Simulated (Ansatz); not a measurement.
**ClH$_{3}$OSi···H$_{2}$···HF: density, localisation and related maps**

The calculation's input:

```
crystal:
  periodic: [false, false, false]
  atoms:
    - {symbol: Si, position_ang: [-0.862991, 0.956638, -0.511014]}
    - {symbol: H, position_ang: [0.150690, -0.865489, 2.454321]}
    - {symbol: H, position_ang: [-1.432564, 1.736015, -1.630117]}
    - {symbol: H, position_ang: [-1.727953, -0.140911, -0.050280]}
    - {symbol: Cl, position_ang: [-0.526851, 2.271104, 1.017400]}
    - {symbol: H, position_ang: [0.982516, -1.365741, -0.604993]}
    - {symbol: O, position_ang: [0.549333, 0.235341, -0.975223]}
    - {symbol: H, position_ang: [0.417986, -1.366099, 1.967921]}
    - {symbol: F, position_ang: [1.186657, -2.249804, -0.368235]}
    - {symbol: H, position_ang: [1.263376, 0.788945, -1.299581]}
basis:
  gaussian: {orbitals: def2-TZVPP}
hamiltonian: {xc: pbe0, dispersion: d4}
output: {orbitals: {seedname: orbitals}}
```

Run with:

```sh
ansatz run in.yaml --threads 4 --pin off --events-out ev --progress --plain --max-ram 9574MiB
```

The product side of a reaction path; geometry: PBE0-D4/def2-TZVP.

Computed with RKS PBE0-D4/def2-TZVPP (Ansatz 0.2.0).

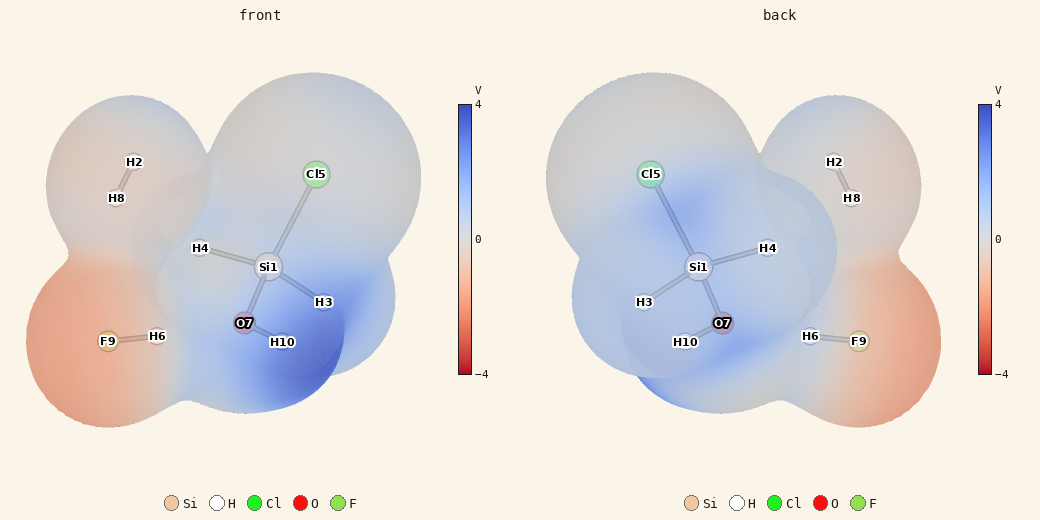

Figure 1. The electrostatic potential painted on the density surface at 0.002 e/bohr³, seen from the front and from behind; the colour scale runs from red (negative) to blue (positive).

Where is the surface potential most negative and most positive?

The most negative region (about −1.6 V) lies over F9, the most positive (about +3.5 V) over H10.

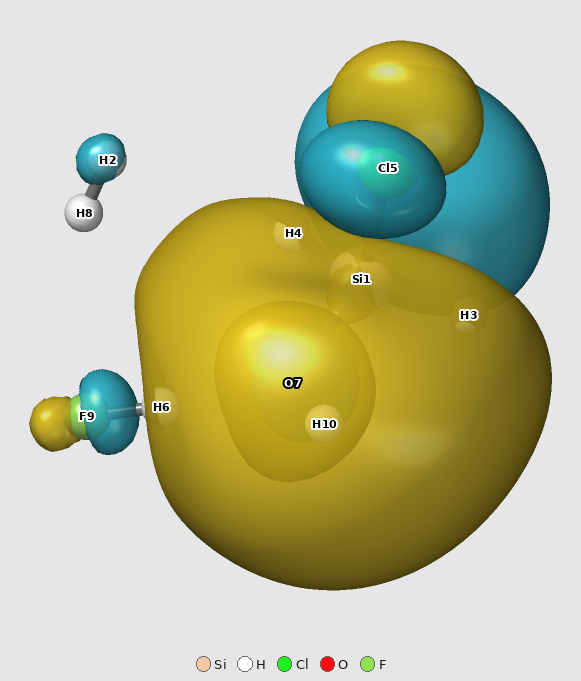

Figure 2. One frontier orbital at ±0.05 Å⁻³ᐟ² (yellow and cyan are the two phases), seen across its widest extent.

Which orbital is it: HOMO or LUMO?

The LUMO, at −0.38 eV. Its weight (Hirshfeld) is mainly on Si1 (about 40 %), H10 (about 20 %), O7 (about 15 %), Cl5 (about 10 %) and H3 (about 5 %).

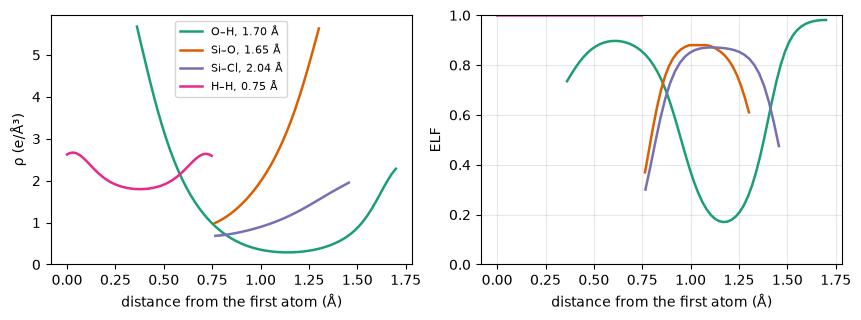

Figure 3. Electron density and ELF along straight lines between neighbouring atoms. The curves leave out the atomic cores.

Compare the contacts.

O7···H6 (1.70 Å): the density falls to about 0.29 e/Å³ on the way; the ELF dips to about 0.15 between them: by its geometry a hydrogen bond between the two molecules, with no shared pair.
Si–O (1.65 Å): the density is about 1.1 e/Å³ at the midpoint; the ELF peaks at about 0.90 between the atoms (a polar covalent bond).
Si–Cl (2.04 Å): ρ at the midpoint is about 0.93 e/Å³; the ELF peaks at about 0.85 between the atoms; a polar covalent bond.
H–H (0.75 Å): the density is about 1.8 e/Å³ at the midpoint; the ELF peaks at about 1 between the atoms.
